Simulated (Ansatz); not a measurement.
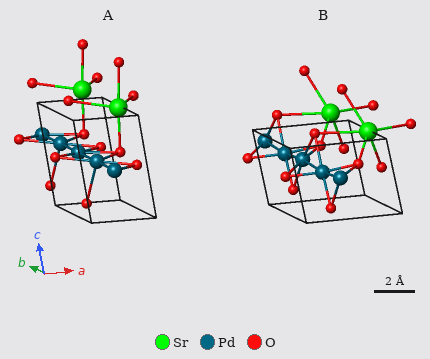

Two geometries of solid SrPd2O3 (built on the CeAl2Cu3-65 type type), drawn at one scale. One is the start of a relaxation, the other its converged end. The picture is a ball-and-stick view of the cell of the calculation, reduced to other axes, repeated 1 × 2 × 1 with one cell outlined, seen slightly off an axis. Lengths and directions refer to the drawn axes.

Theory: Ansatz, DFT, PBEsol, plane waves, PAW. Set-up: plane-wave cutoff 420 eV; k-point mesh 4 × 4 × 6; occupations fermi dirac; smearing width 0.05 eV; no spin polarisation; cell and atoms relaxed; force threshold 0.01 eV/Å; at most 120 steps.

Question: Which of the two is the end point?

Answer: Structure B is the relaxed one. Case: shaken. The energy falls by 634 meV per atom in 35 accepted moves (41 points after the start). Largest force component: 1.7 eV/Å at the start, 0.0012 eV/Å at the end. The pressure goes from 0.40 to 0.00 GPa. The line search rejected the trial steps at points 11, 15 of the run. At 4 points the geometry stayed and the basis and grid were re-selected for the new cell (energy shift of 45.2 meV per atom at most each time). The largest move relative to the cell is that of an O atom, 2.06 Å along −b. Largest moves by element: O 2.06 Å, Pd 0.62 Å, Sr 0.27 Å. The drawn cell changes as follows: a 3.540 → 5.230 Å (+47.7 %), b 4.993 → 5.154 Å (+3.2 %), c 5.437 → 4.243 Å (−21.9 %), α 62.8° → 52.6°, β 89.7° → 87.1°, γ 89.5° → 90.0°; the volume changes by +6.1 %. Near-neighbour distances that change, for instance: O–Pd 4.429 → 2.132 Å, O–Pd 4.392 → 2.132 Å, O–Pd 2.149 → 4.021 Å, O–Pd 2.198 → 3.965 Å. New bonds form, among them: O–Pd (4.39 → 2.13 Å), O–Sr (3.47 → 2.45 Å), O–Sr (3.55 → 2.45 Å). Among the angles between lasting bonds that change: O–Sr–O 71.4° → 148.3°, Sr–O–Sr 71.4° → 148.3°, O–Sr–O 175.9° → 139.2°. The space group (tolerance 0.01 Å) goes from P1 (No. 1) to C2 (No. 5).
